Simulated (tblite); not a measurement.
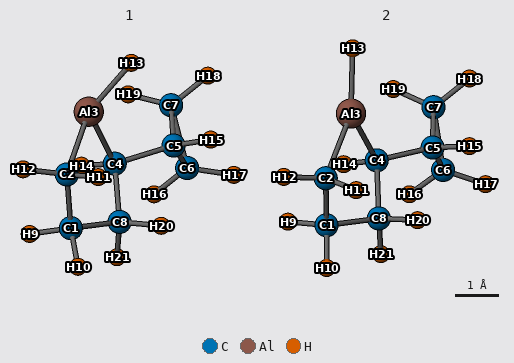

Two geometries of C₇H₁₃Al, drawn at one scale. One is the start of a relaxation, the other its converged end. Style: ball-and-stick. Shown from a free direction.

These are results of tblite, GFN2-xTB geometry optimisation, gas phase, not measurements. 

Q: Which one is relaxed?

A: Structure 2 is the relaxed one. After 84 geometry steps the energy has fallen by 0.877 eV. H13 moves most after the best rigid fit: 0.91 Å. Largest moves by element: H 0.91 Å, Al 0.26 Å, C 0.20 Å. Some distances before and after: Al3–C4 1.952 → 2.017 Å, Al3–H13 1.598 → 1.541 Å, C6–H17 1.119 → 1.080 Å, C5–C7 1.530 → 1.499 Å. Bond angles that change, for instance: C2–Al3–H13 119.9° → 132.4°, C4–Al3–H13 118.5° → 129.8°, Al3–C4–C5 111.4° → 121.0°. The run took 0.75 s on 1 thread of Arm Neoverse V1, with other jobs on the host.
